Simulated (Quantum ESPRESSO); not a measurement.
# CrPbO3: which magnetic order is lowest, part 2 of 2

A self-consistent run ends on one state, which hangs on the start. Several orders of CrPbO3 are started in Quantum ESPRESSO and their energies compared.

Quantum ESPRESSO 7.5; PBEsol; plane waves with GBRV 1.5 PBEsol potentials, no spin-orbit coupling.

So far, absolute magnetization (μB): step 2 (run 1 (ferro +)) 2.32.

## 3. Run 2, typed as antiferro q=(0,0,1/2) +−

This order needs a doubled cell of 10 atoms. The wavevector q is in fractions of the reciprocal vectors of the crystal's primitive cell, as the cells of these inputs are built from it; moments change sign between cells as cos(2π q·R).

File pw.in:

```
&CONTROL
  calculation = 'scf'
  prefix = 'pwscf'
  outdir = './tmp'
  pseudo_dir = './pseudo'
  disk_io = 'nowf'
/
&SYSTEM
  ibrav = 0
  celldm(1) = 8
  nat = 10
  ntyp = 4
  ecutwfc = 40
  ecutrho = 280
  nbnd = 60
  occupations = 'smearing'
  smearing = 'fd'
  degauss = 0.00367493
  nspin = 2
  starting_magnetization(1) = 0.2143
  starting_magnetization(2) = -0.2143
  starting_magnetization(3) = 0
  starting_magnetization(4) = 0
/
&ELECTRONS
  conv_thr = 2d-08
  electron_maxstep = 150
  mixing_beta = 0.3
/
ATOMIC_SPECIES
Cr1    51.9961 cr_pbesol_v1.5.uspp.F.UPF
Cr2    51.9961 cr_pbesol_v1.5.uspp.F.UPF
Pb    207.2000 pb_pbesol_v1.uspp.F.UPF
O      15.9990 o_pbesol_v1.2.uspp.F.UPF
CELL_PARAMETERS alat
   0.9475086788874    0.0000000000000    0.0000000000000
   0.0000000000000    0.9475086788874    0.0000000000000
   0.0000000000000    0.0000000000000    1.8950173577747
ATOMIC_POSITIONS crystal
Cr1     0.0000000000    0.0000000000    0.0000000000
Cr2     0.0000000000    0.0000000000    0.5000000000
Pb      0.5000000000    0.5000000000    0.2500000000
Pb      0.5000000000    0.5000000000    0.7500000000
O       0.0000000000    0.0000000000    0.2500000000
O       0.0000000000    0.0000000000    0.7500000000
O       0.0000000000    0.5000000000    0.0000000000
O       0.0000000000    0.5000000000    0.5000000000
O       0.5000000000    0.0000000000    0.0000000000
O       0.5000000000    0.0000000000    0.5000000000
K_POINTS automatic
6 6 3 0 0 0
```

Started as:

```bash
$ OMP_NUM_THREADS=1 mpirun -n 4 pw.x -nk 4 -in pw.in > pw.out
```

The program printed:

```text
[banner, memory and clock lines left out]
Program PWSCF v.7.5 starts

     Message from routine setup:
     using ibrav=0 with symmetry is DISCOURAGED, use correct ibrav instead

     bravais-lattice index     =            0
     lattice parameter (alat)  =       8.0000  a.u.
     unit-cell volume          =     871.0630 (a.u.)^3
     number of atoms/cell      =           10
     number of atomic types    =            4
     number of electrons       =        92.00
     number of Kohn-Sham states=           60
     kinetic-energy cutoff     =      40.0000  Ry
     charge density cutoff     =     280.0000  Ry
     scf convergence threshold =      2.0E-08
     mixing beta               =       0.3000
     number of iterations used =            8  plain     mixing
     Exchange-correlation= SLA  PW   PSX  PSC
                           (   1   4  10   8   0   0   0)

     celldm(1)=   8.000000  celldm(2)=   0.000000  celldm(3)=   0.000000
     celldm(4)=   0.000000  celldm(5)=   0.000000  celldm(6)=   0.000000

     crystal axes: (cart. coord. in units of alat)
               a(1) = (   0.947509   0.000000   0.000000 )
               a(2) = (   0.000000   0.947509   0.000000 )
               a(3) = (   0.000000   0.000000   1.895017 )

     reciprocal axes: (cart. coord. in units 2 pi/alat)
               b(1) = (  1.055399  0.000000  0.000000 )
               b(2) = (  0.000000  1.055399  0.000000 )
               b(3) = (  0.000000  0.000000  0.527700 )

     PseudoPot. # 1 for Cr read from file:
     cr_pbesol_v1.5.uspp.F.UPF
     Pseudo is Ultrasoft + core correction, Zval = 14.0

     PseudoPot. # 2 for Cr read from file:
     cr_pbesol_v1.5.uspp.F.UPF
     Pseudo is Ultrasoft + core correction, Zval = 14.0

     PseudoPot. # 3 for Pb read from file:
     pb_pbesol_v1.uspp.F.UPF
     Pseudo is Ultrasoft + core correction, Zval = 14.0

     PseudoPot. # 4 for O  read from file:
     o_pbesol_v1.2.uspp.F.UPF
     Pseudo is Ultrasoft + core correction, Zval =  6.0

     atomic species   valence    mass     pseudopotential
     Cr1              14.00    51.99610     Cr( 1.00)
     Cr2              14.00    51.99610     Cr( 1.00)
     Pb               14.00   207.20000     Pb( 1.00)
     O                 6.00    15.99900     O ( 1.00)

     Starting magnetic structure
     atomic species   magnetization
     Cr1             0.214
     Cr2            -0.214
     Pb              0.000
     O               0.000

     16 Sym. Ops., with inversion, found

   Cartesian axes

     site n.     atom                  positions (alat units)
         1        Cr1    tau(   1) = (   0.0000000   0.0000000   0.0000000  )
         2        Cr2    tau(   2) = (   0.0000000   0.0000000   0.9475087  )
         3        Pb     tau(   3) = (   0.4737543   0.4737543   0.4737543  )
         4        Pb     tau(   4) = (   0.4737543   0.4737543   1.4212630  )
         5        O      tau(   5) = (   0.0000000   0.0000000   0.4737543  )
         6        O      tau(   6) = (   0.0000000   0.0000000   1.4212630  )
         7        O      tau(   7) = (   0.0000000   0.4737543   0.0000000  )
         8        O      tau(   8) = (   0.0000000   0.4737543   0.9475087  )
         9        O      tau(   9) = (   0.4737543   0.0000000   0.0000000  )
        10        O      tau(  10) = (   0.4737543   0.0000000   0.9475087  )

     number of k points=    20  Fermi-Dirac smearing, width (Ry)=  0.0037
                       cart. coord. in units 2pi/alat
        k(    1) = (   0.0000000   0.0000000   0.0000000), wk =   0.0092593
        k(    2) = (   0.0000000   0.0000000   0.1758999), wk =   0.0185185
        k(    3) = (   0.0000000   0.1758999   0.0000000), wk =   0.0370370
        k(    4) = (   0.0000000   0.1758999   0.1758999), wk =   0.0740741
        k(    5) = (   0.0000000   0.3517998   0.0000000), wk =   0.0370370
        [... 15 further k-points ...]

     Dense  grid:    69001 G-vectors     FFT dimensions: (  45,  45,  81)

     Smooth grid:    29657 G-vectors     FFT dimensions: (  32,  32,  64)

     Check: negative core charge=   -0.000005
     Generating pointlists ...
     new r_m :   0.1954 (alat units)  1.5634 (a.u.) for type    1
     new r_m :   0.1954 (alat units)  1.5634 (a.u.) for type    2
     new r_m :   0.2764 (alat units)  2.2110 (a.u.) for type    3
     new r_m :   0.1954 (alat units)  1.5634 (a.u.) for type    4

     Initial potential from superposition of free atoms

     starting charge      89.9957, renormalised to      92.0000

     negative rho (up, down):  1.704E-02 1.690E-02
     Starting wfcs are   62 randomized atomic wfcs

     Self-consistent Calculation

     iteration #  1     ecut=    40.00 Ry     beta= 0.30
     Davidson diagonalization with overlap
     ethr =  1.00E-02,  avg # of iterations =  2.0

     negative rho (up, down):  1.640E-02 1.582E-02

     total energy              =    -871.35302861 Ry
     estimated scf accuracy    <       3.33201632 Ry

     total magnetization       =    -0.00 Bohr mag/cell
     absolute magnetization    =     4.26 Bohr mag/cell

     iteration #  2     ecut=    40.00 Ry     beta= 0.30
     Davidson diagonalization with overlap
     ethr =  3.62E-03,  avg # of iterations =  2.0

     negative rho (up, down):  1.593E-02 1.532E-02

     total energy              =    -871.08399502 Ry
     estimated scf accuracy    <       7.82695357 Ry

     total magnetization       =     0.00 Bohr mag/cell
     absolute magnetization    =     5.16 Bohr mag/cell

     [... further iterations left out ...]

     iteration # 15     ecut=    40.00 Ry     beta= 0.30
     Davidson diagonalization with overlap
     ethr =  4.59E-10,  avg # of iterations =  1.3

     negative rho (up, down):  1.638E-02 1.619E-02

     total energy              =    -872.12224186 Ry
     estimated scf accuracy    <       0.00000004 Ry

     total magnetization       =    -0.00 Bohr mag/cell
     absolute magnetization    =     4.39 Bohr mag/cell

     iteration # 16     ecut=    40.00 Ry     beta= 0.30
     Davidson diagonalization with overlap
     ethr =  4.03E-11,  avg # of iterations =  5.2

     negative rho (up, down):  1.637E-02 1.618E-02

     Magnetic moment per site  (integrated on atomic sphere of radius R)
     atom   1 (R=0.195)  charge= 10.8294  magn=  1.7130
     atom   2 (R=0.195)  charge= 10.8282  magn= -1.7128
     atom   3 (R=0.276)  charge= 11.2770  magn= -0.0000
     atom   4 (R=0.276)  charge= 11.2770  magn= -0.0000
     atom   5 (R=0.195)  charge=  5.3853  magn= -0.0000
     atom   6 (R=0.195)  charge=  5.3853  magn= -0.0000
     atom   7 (R=0.195)  charge=  5.3811  magn= -0.0512
     atom   8 (R=0.195)  charge=  5.3805  magn=  0.0512
     atom   9 (R=0.195)  charge=  5.3811  magn= -0.0512
     atom  10 (R=0.195)  charge=  5.3805  magn=  0.0512

     End of self-consistent calculation

     [... lines left out ...]
     the Fermi energy is    10.1916 ev

!    total energy              =    -872.12224190 Ry
     estimated scf accuracy    <          8.2E-09 Ry
     smearing contrib. (-TS)   =      -0.00388156 Ry
     internal energy E=F+TS    =    -872.11836034 Ry

     The total energy is F=E-TS. E is the sum of the following terms:
     one-electron contribution =    -271.24186854 Ry
     hartree contribution      =     192.67847868 Ry
     xc contribution           =    -212.88139106 Ry
     ewald contribution        =    -580.67357942 Ry

     total magnetization       =    -0.00 Bohr mag/cell
     absolute magnetization    =     4.39 Bohr mag/cell

     convergence has been achieved in  16 iterations
```

It took 58 s on 4 MPI ranks of Arm Neoverse V2, shared host; peak memory 0.85 GiB; 3.9 min of CPU time.

Spin moment in the atom's sphere by atom:

```tsv
atom	spin moment in the atom's sphere (μB)
Cr1	1.71
Cr2	-1.71
Pb3	0.00
Pb4	0.00
O5	0.00
O6	0.00
O7	-0.05
O8	0.05
O9	-0.05
O10	0.05
```

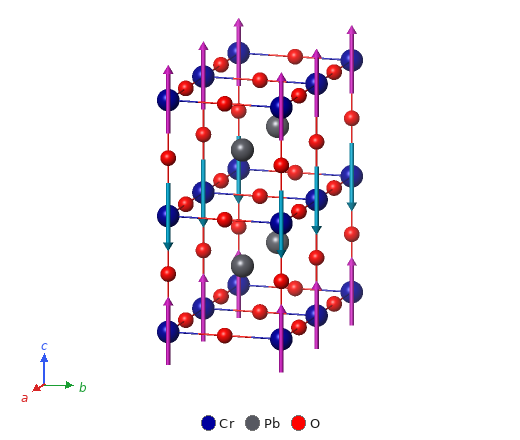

Spin moment in the atom's sphere as arrows, the longest 1.71 μB. Up and down stand for the sign. Arrows give size and sign along the axis of quantisation, drawn up and down the page. The two directions have two colours. 2×1×1 cells are drawn. Some periodic images of atoms are drawn too.

This step gave:

| Quantity | Value |
| --- | --- |
| smearing term TS | 0.05281 eV |
| magnetization | 0 μB |
| absolute magnetization | 4.39 μB |
| final state | antiferromagnetic |

## 4. Run 3, typed as antiferro q=(1/2,1/2,1/2) +−

This order needs a doubled cell of 10 atoms.

File pw.in:

```
&CONTROL
  calculation = 'scf'
  prefix = 'pwscf'
  outdir = './tmp'
  pseudo_dir = './pseudo'
  disk_io = 'nowf'
/
&SYSTEM
  ibrav = 0
  celldm(1) = 8
  nat = 10
  ntyp = 4
  ecutwfc = 40
  ecutrho = 280
  nbnd = 60
  occupations = 'smearing'
  smearing = 'fd'
  degauss = 0.00367493
  nspin = 2
  starting_magnetization(1) = 0.2143
  starting_magnetization(2) = -0.2143
  starting_magnetization(3) = 0
  starting_magnetization(4) = 0
/
&ELECTRONS
  conv_thr = 2d-08
  electron_maxstep = 150
  mixing_beta = 0.3
/
ATOMIC_SPECIES
Cr1    51.9961 cr_pbesol_v1.5.uspp.F.UPF
Cr2    51.9961 cr_pbesol_v1.5.uspp.F.UPF
Pb    207.2000 pb_pbesol_v1.uspp.F.UPF
O      15.9990 o_pbesol_v1.2.uspp.F.UPF
CELL_PARAMETERS alat
   1.8950173577747    0.0000000000000    0.0000000000000
   0.9475086788874    0.9475086788874    0.0000000000000
   0.9475086788874    0.0000000000000    0.9475086788874
ATOMIC_POSITIONS crystal
Cr1     0.0000000000    0.0000000000    0.0000000000
Cr2     0.5000000000    0.0000000000    0.0000000000
Pb      0.7500000000    0.5000000000    0.5000000000
Pb      0.2500000000    0.5000000000    0.5000000000
O       0.7500000000    0.0000000000    0.5000000000
O       0.2500000000    0.0000000000    0.5000000000
O       0.7500000000    0.5000000000    0.0000000000
O       0.2500000000    0.5000000000    0.0000000000
O       0.2500000000    0.0000000000    0.0000000000
O       0.7500000000    0.0000000000    0.0000000000
K_POINTS automatic
3 6 6 0 0 0
```

The program printed:

```text
     [... lines left out ...]
Program PWSCF v.7.5 starts
     [... lines left out ...]
     number of atoms/cell      =           10
     [... lines left out ...]
     number of electrons       =        92.00
     number of Kohn-Sham states=           60
     kinetic-energy cutoff     =      40.0000  Ry
     charge density cutoff     =     280.0000  Ry
     scf convergence threshold =      2.0E-08
     [... lines left out ...]
     48 Sym. Ops., with inversion, found
     [... lines left out ...]
     number of k points=    10  Fermi-Dirac smearing, width (Ry)=  0.0037
     [... lines left out ...]
     iteration # 20     ecut=    40.00 Ry     beta= 0.30
     [... lines left out ...]
     Magnetic moment per site  (integrated on atomic sphere of radius R)
     atom   1 (R=0.195)  charge= 10.8316  magn=  1.6693
     atom   2 (R=0.195)  charge= 10.8316  magn= -1.6692
     atom   3 (R=0.276)  charge= 11.2804  magn= -0.0000
     atom   4 (R=0.276)  charge= 11.2804  magn= -0.0000
     atom   5 (R=0.195)  charge=  5.3796  magn= -0.0000
     atom   6 (R=0.195)  charge=  5.3796  magn= -0.0000
     atom   7 (R=0.195)  charge=  5.3796  magn= -0.0000
     atom   8 (R=0.195)  charge=  5.3796  magn= -0.0000
     atom   9 (R=0.195)  charge=  5.3796  magn= -0.0000
     atom  10 (R=0.195)  charge=  5.3796  magn= -0.0000
     [... lines left out ...]
     the Fermi energy is    10.1368 ev
!    total energy              =    -872.12134779 Ry
     estimated scf accuracy    <          9.8E-09 Ry
     smearing contrib. (-TS)   =      -0.00490755 Ry
     [... lines left out ...]
     total magnetization       =     0.00 Bohr mag/cell
     absolute magnetization    =     4.20 Bohr mag/cell
     convergence has been achieved in  20 iterations
```

Elapsed: 66 s, on 4 MPI ranks; peak memory 0.8 GiB; 4.4 min of CPU time.

Spin moment in the atom's sphere by atom:

```tsv
atom	spin moment in the atom's sphere (μB)
Cr1	1.67
Cr2	-1.67
Pb3	0.00
Pb4	0.00
O5	0.00
O6	0.00
O7	0.00
O8	0.00
O9	0.00
O10	0.00
```

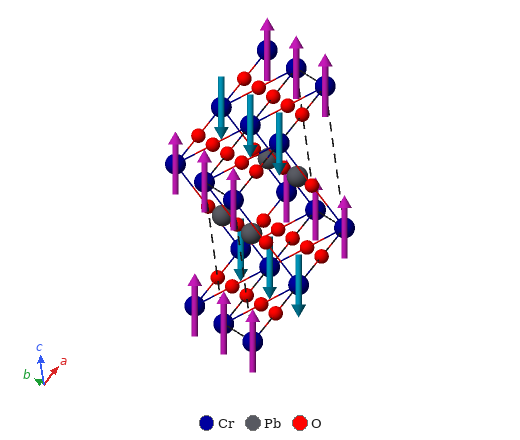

Spin moment in the atom's sphere as arrows, the longest 1.67 μB. Up and down stand for the sign. Arrows give size and sign along the axis of quantisation, drawn up and down the page. The two directions have two colours. 1×2×1 cells are drawn. Some periodic images of atoms are drawn too.

This step gave:

| Quantity | Value |
| --- | --- |
| smearing term TS | 0.06677 eV |
| magnetization | 0 μB |
| absolute magnetization | 4.203 μB |
| final state | antiferromagnetic |

## 5. Start 4: no spin polarisation

File pw.in:

```
&CONTROL
  calculation = 'scf'
  prefix = 'pwscf'
  outdir = './tmp'
  pseudo_dir = './pseudo'
  disk_io = 'nowf'
/
&SYSTEM
  ibrav = 0
  celldm(1) = 8
  nat = 5
  ntyp = 3
  ecutwfc = 40
  ecutrho = 280
  nbnd = 32
  occupations = 'smearing'
  smearing = 'fd'
  degauss = 0.00367493
/
&ELECTRONS
  conv_thr = 1d-08
  electron_maxstep = 150
  mixing_beta = 0.3
/
ATOMIC_SPECIES
Cr     51.9961 cr_pbesol_v1.5.uspp.F.UPF
Pb    207.2000 pb_pbesol_v1.uspp.F.UPF
O      15.9990 o_pbesol_v1.2.uspp.F.UPF
CELL_PARAMETERS alat
   0.9475086788874    0.0000000000000    0.0000000000000
   0.0000000000000    0.9475086788874    0.0000000000000
   0.0000000000000    0.0000000000000    0.9475086788874
ATOMIC_POSITIONS crystal
Cr      0.0000000000    0.0000000000    0.0000000000
Pb      0.5000000000    0.5000000000    0.5000000000
O       0.0000000000    0.0000000000    0.5000000000
O       0.0000000000    0.5000000000    0.0000000000
O       0.5000000000    0.0000000000    0.0000000000
K_POINTS automatic
6 6 6 0 0 0
```

The program printed:

```text
     [... lines left out ...]
Program PWSCF v.7.5 starts
     [... lines left out ...]
     number of atoms/cell      =            5
     [... lines left out ...]
     number of electrons       =        46.00
     number of Kohn-Sham states=           32
     kinetic-energy cutoff     =      40.0000  Ry
     charge density cutoff     =     280.0000  Ry
     scf convergence threshold =      1.0E-08
     [... lines left out ...]
     48 Sym. Ops., with inversion, found
     [... lines left out ...]
     number of k points=    20  Fermi-Dirac smearing, width (Ry)=  0.0037
     [... lines left out ...]
     iteration # 13     ecut=    40.00 Ry     beta= 0.30
     [... lines left out ...]
     the Fermi energy is    10.7891 ev
!    total energy              =    -436.03029767 Ry
     estimated scf accuracy    <          4.5E-10 Ry
     smearing contrib. (-TS)   =      -0.00376787 Ry
     [... lines left out ...]
     convergence has been achieved in  13 iterations
```

The job ended after 6.5 s (4 MPI ranks; peak memory 0.37 GiB; 26 s of CPU time).

Read from the output:

* smearing term TS: 0.05126 eV
* final state: non-magnetic (no spin polarisation)

## 6. Energies of the orders

An order is kept where moments of 0.15 μB or more survive with the typed signs; meshes match where a doubled cell samples the same k points as the first cell.

Orders:

```tsv
start	final state	typed order kept	energy over the lowest (meV a seeded atom)	largest site moment (μB)	net moment (μB a cell of the first run)	mesh matched	CPU time (s)
ferro +	ferromagnetic	yes	11.03	1.81	2	yes	46.73
antiferro q=(0,0,1/2) +-	antiferromagnetic	yes	0	1.713	0	yes	231.5
antiferro q=(1/2,1/2,1/2) +-	antiferromagnetic	yes	6.083	1.669	0	yes	263.4
no spin polarisation	non-magnetic	-	419.4	0	0	yes	25.52
```

## 7. A Heisenberg model

E = −Σ J e·e over ordered pairs of unit vectors, so each pair counts twice. As many shells are taken as there are differences of energy, so the couplings are solved for and no residual tests the model; further shells are folded in, and shells whose pairs keep their relative signs in all orders cancel and are not probed. Couplings from the energies:

```tsv
pair	distance (Å)	neighbours an atom	J (meV)
Cr-Cr	4.011	6	-0.412
Cr-Cr	5.673	12	-0.5862
```

## 8. What came out

- lowest state found: antiferromagnetic (from antiferro q=(0,0,1/2) +-)
- largest site moment: 1.71 μB
- next state with moments: antiferromagnetic, 6.08 meV a seeded atom higher
- state without moments: 419 meV a seeded atom higher
- J of the weightiest shell (Cr-Cr, 5.67 Å; E = −Σ J e·e, ordered pairs): -0.586 meV

What this shows: Forming the moments gains more than four times the spread of the orders, as local moments do. The smearing terms TS of the orders run from 26 to 33 meV a seeded atom, so the differences would change at a smaller width: an order with a larger TS is lowered more by the smearing. The largest moment changes by 7.8 % between the kept orders, a modest change. Only these 4 starts were compared; other wavevectors, canted and longer-period orders were not. A computed site moment is spin alone and hangs on the region that is counted: the program's spheres do not touch and miss the tail of the moment. Measured moments hold any orbital part as well, and belong to the order of the sample, which need not be the order of this run. No Hubbard term acts here. In such compounds local and semilocal functionals without one often delocalise the d electrons, and can shrink or lose moments and miss the size, sign and order of the couplings. The smearing term is large for its width, so states at the Fermi level are partly filled: at this level the cell is a metal or has a gap of a few widths at most.

Computed beside measured:

```
        quantity  measured   in the sphere
moment (Cr) (μB)       2.2  1.71 (-22.1 %)
```

Measured values from arxiv:2410.11649 (2024).

Verdict: The moment is off by -22.1 %. No cell relaxation is part of this session.

[Logs and program files are shortened in this print: banners, set-up blocks, solver, clock and traceback lines can be left out without a mark of their own.]

[Logs are printed without paths, hosts, clocks, repeated set-up lines and the standing remarks that a program may print on its own settings, such as how far it seeks lower states.]

[Hosts, paths, dates, database ids (printed as entryN), source tags and the programs' standing remarks are cut or masked in the printed files.]

[Where a cell is said to come from a database of computed structures, the database is the Materials Project.]
